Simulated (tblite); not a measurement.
Relaxed scan, with input and output: C2H3F3O2Si

C2H3F3O2Si, computed with GFN2-xTB relaxed scan under a harmonic restraint, gas phase (tblite 0.8.0).

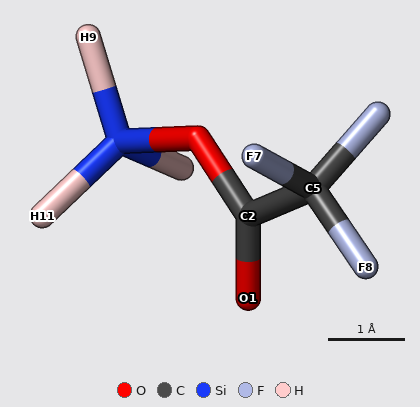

*The input geometry (stick view, seen at a tilt; atoms are numbered from 1 in the order of the input).*

### Input file
```
{"job": {"xc": "GFN2-xTB", "basis": "xTB", "coordinate": [["d", [3, 2], 1], ["d", [3, 0], -1]], "kind": "drive"}, "charge": 0, "multiplicity": 1}
O      0.494475    -1.374869    -0.820330
C      0.534974    -0.365874    -0.183448
O     -0.468669     0.365177     0.183995
Si    -2.072519    -0.013907    -0.199524
C      1.872718     0.248381     0.323517
F      2.046874     1.483828    -0.162872
F      1.879937     0.343662     1.659215
F      2.928103    -0.478035    -0.034592
H     -2.676992     1.129271     0.463207
H     -2.173626    -0.023743    -1.652718
H     -2.359850    -1.311220     0.397586
```

The first line tells a small driver script what to run in tblite; the rest is the geometry in Å.

Launched with:
```bash
OMP_NUM_THREADS=1 python <driver script> task.json out
```

### Log
```
point  coordinate     E/eV
  0     -1.124     -814.43969
  1     -0.971     -814.41385
  2     -0.818     -814.36750
  3     -0.666     -814.29799
  4     -0.513     -814.20623
  5     -0.357     -814.09635
  6     -0.196     -813.97842
  7     -0.028     -813.86942
```

### Summary

| quantity | value |
| --- | --- |
| outcome | converged |
| hardware | 1 CPU thread, shared host |
| wall time | 0.88 s |
| peak memory | 0.19 GiB |
